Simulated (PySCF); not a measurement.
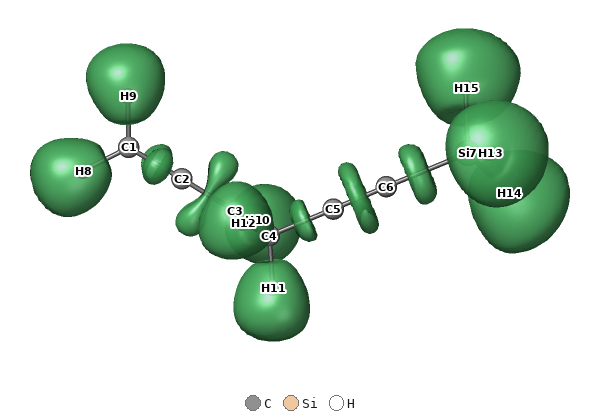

C6H8Si (SMILES C=C=CCC#C[SiH3]). Isosurface of the electron localisation function at 0.85 (green), seen at a tilt. Core shells and regions of very low density are left out.

Geometry: GFN2-xTB.

Theory: CAM-B3LYP/def2-SVPD, SCF density, gas phase in PySCF 2.14.0.

```xyz
15

C    -3.5927   -0.1054    0.4543
C    -2.5173   -0.1373   -0.2652
C    -1.4368   -0.1966   -0.9781
C    -0.3113   -1.1673   -0.7081
C     0.9219   -0.4476   -0.4518
C     1.9315    0.1816   -0.2574
Si    3.4907    1.1177    0.0414
H    -4.4610   -0.6974    0.2105
H    -3.6725    0.5254    1.3254
H    -1.2858    0.4793   -1.8097
H    -0.1679   -1.8123   -1.5830
H    -0.5560   -1.7958    0.1526
H     4.3864    0.2883    0.8530
H     4.1056    1.4149   -1.2560
H     3.1607    2.3604    0.7446
```

Question: Where are the electrons localised?

Answer: The surface consists of five regions between bonded C–C atoms (shared pairs), one region between bonded C–Si atoms (shared pairs) and eight regions around hydrogen nuclei.

Values along the shortest contacts:
C–C (1.21 Å): the ELF peaks at about 0.85 between the atoms (a multiple bond). C–Si (1.84 Å): the ELF peaks at about 0.95 between the atoms; localised, covalent bonding.
